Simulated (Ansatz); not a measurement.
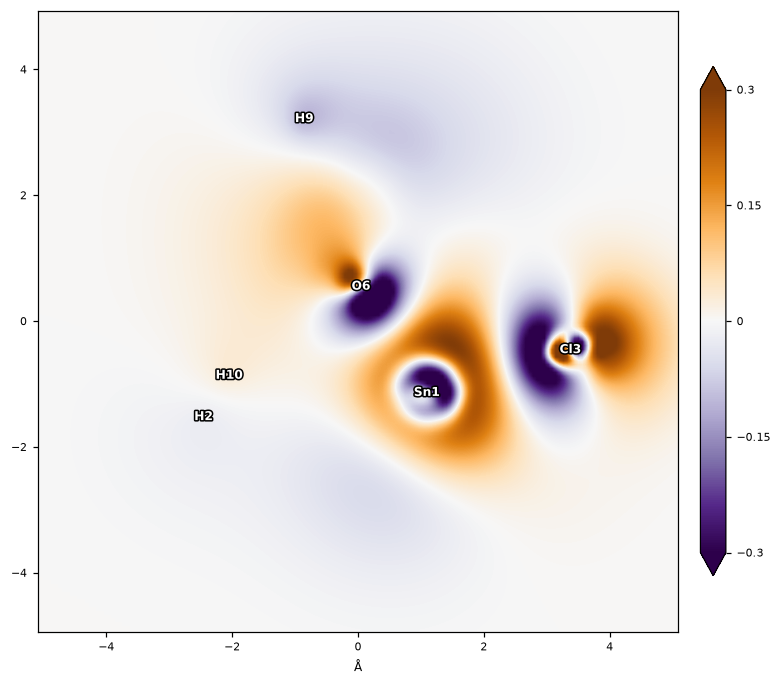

Figure. AlClH4OSn···H2. The LUMO on the plane of atoms Cl3, Sn1 and O6 (values in Å⁻³ᐟ²; the overall sign is arbitrary).

Core potentials replace the inner electrons of Sn.

Theory: Ansatz, RKS PBE-D4/def2-SVP.

```xyz
10

Sn    0.5360    0.1604   -0.3211
H    -1.4454    0.6422    2.6205
Cl    2.1004    0.1873   -2.1108
H    -0.8546    1.0354   -0.8276
H     0.3494   -1.4732    0.1926
O     1.3903    1.2161    1.1333
Al    2.9779    1.5691    1.7143
H     4.2199    0.6679    1.2615
H     3.0786    2.7750    2.7551
H    -0.7517    0.9406    2.4666
```

Describe this orbital and give its energy.

By Hirshfeld shares it lies mainly on Sn1 (about 35 %), Cl3 (about 20 %), H4 (about 10 %), H5 (about 10 %), Al7 (about 10 %) and O6 (about 10 %). Its energy is −2.00 eV.
